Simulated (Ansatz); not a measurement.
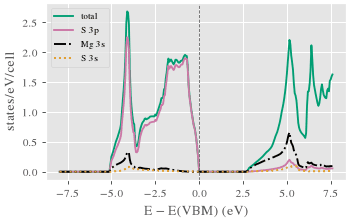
Figure: Total and projected density of states of MgS (rock salt, Fm-3m), LDA in the plane-wave PAW code Ansatz

Task: Which orbitals carry the states next to the gap?

Result: Top 1 eV of the valence band: S 3p 97 %. Bottom 1 eV of the conduction band: Mg 3s 74 %, S 3p 6 %, outside the projected shells 14 %. Projections are on Löwdin-orthogonalised atomic valence shells; empty p or d shells of many metals are not among them.

Task: Where is the tallest occupied peak in this window, and what makes it?

Result: Near -4.1 eV, about 2.7 states/eV per cell; the largest projected share is S 3p.

The cell was relaxed with LDA under the symmetry of its start.

Potentials: the earlier of the program's two PAW sets. The files were generated under PBE; for other functionals the program regenerates the frozen cores, and for LDA and PBEsol the local potential too.
